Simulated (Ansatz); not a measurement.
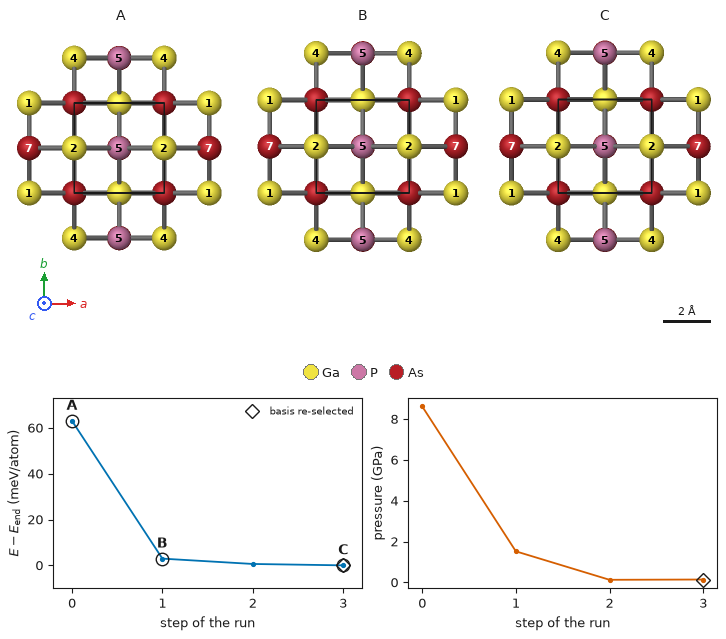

Frames of a relaxation of a crystal of Ga₄As₃P (a generated structure, set up in P-4m2) (coarse preliminary run), marked on the history of the run. The picture is a ball-and-stick view of the cell of the calculation, seen along the c axis.

Computed with DFT PBE, scalar-relativistic, plane waves, PAW (Ansatz 0.2.0). Set-up: plane-wave cutoff 420 eV; k-point mesh 4 × 4 × 2; occupations gaussian; smearing width 0.1 eV; no spin polarisation; cell and atoms relaxed; force threshold 0.04 eV/Å; at most 70 steps.

Q: What happens along the run?

A: The largest moves relative to the cell, 0.072 Å, are those of Ga atoms. By element the largest moves are Ga 0.072 Å, As 0.047 Å. P stays in place. The drawn cell changes as follows: a = b 3.885 → 4.036 Å (+3.9 %), c 10.988 → 11.258 Å (+2.5 %); the volume changes by +10.6 %. Near-neighbour distances that change, for instance: As–Ga 2.379 → 2.473 Å, Ga–P 2.379 → 2.420 Å. Among the angles between lasting bonds that change: Ga–P–Ga 109.5° → 113.0°, P–Ga–P 109.5° → 113.0°. The space group stays P-4m2 (No. 115). Over 2 accepted moves (3 points after the start) the energy falls by 63.0 meV per atom. The largest force component goes from 0.83 to 0.04 eV/Å. Pressure: 8.62 GPa at the start and 0.14 GPa at the end. The SCF was repeated once at an unchanged geometry on a basis and grid sized afresh for the cell, which shifted the energy by 0.6 meV per atom at most. From step 0 to 1: Ga atoms move most (0.08 Å), volume +8.3 %, energy −60.1 meV per atom. From step 1 to 3: volume +2.1 %, energy −2.9 meV per atom.
